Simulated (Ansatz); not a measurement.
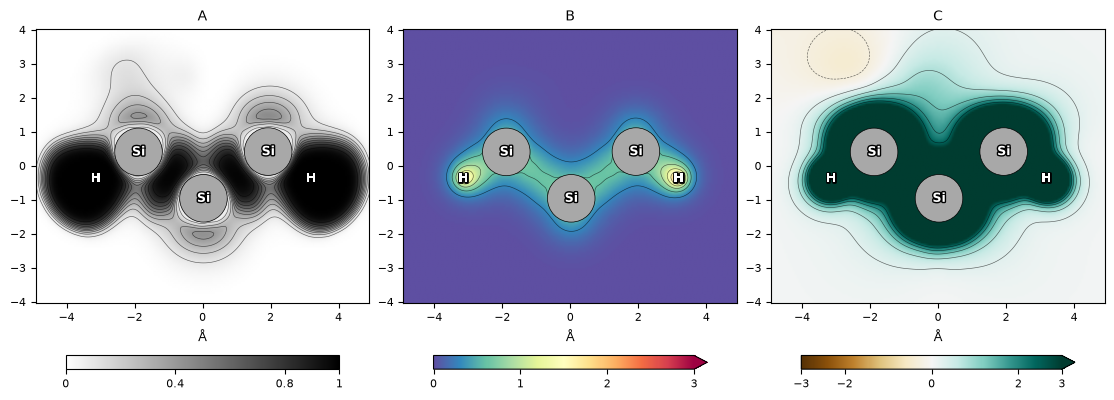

H8SSi3: 3 fields on the plane of atoms Si2, Si3 and Si4, with unlabelled colour scales. Grey discs cover the atomic cores.

Geometry: r2SCAN-D4/def2-SVP.

Computed with isolated molecule in a Gaussian basis; Kohn-Sham density functional theory, functional PBE0 (Ansatz 0.2.0).

> The panels show electron density, electron localisation function and electrostatic potential in some order. Assign them.

Panel A: electron localisation function. Panel B: electron density. Panel C: electrostatic potential (strongly positive close to the atoms and fading to about zero outside). From the grid: Si–Si (2.35 Å): the density is about 0.62 e/Å³ at the midpoint; the ELF peaks at about 1 between the atoms, as expected for localised, covalent bonding. Si–H (1.49 Å): ρ at the midpoint is about 0.81 e/Å³; the ELF climbs to about 1 towards the hydrogen, as it does in any bond to H.
